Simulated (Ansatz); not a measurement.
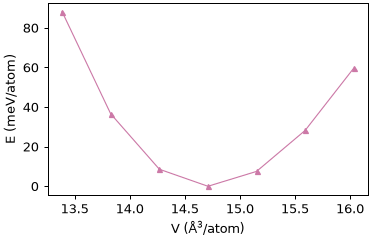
Fig. 1. Pd (fcc (Cu type), space group No. 225) under volume change, PBE+D3(BJ) (plane waves, PAW; program Ansatz), scaled uniformly.

Q: What does a third-order Birch–Murnaghan fit give for V₀, B₀ and B′?

A: V₀ = 14.71 Å³/atom, B₀ = 193 GPa, B′ = 5.5.

Space group Fm-3m (fcc (Cu type)). The PBE+D3(BJ) relaxation kept the symmetry of its start. No spin polarisation was allowed. The pairwise dispersion correction was not fitted to metals.

Potentials: the later of the program's two PAW sets.
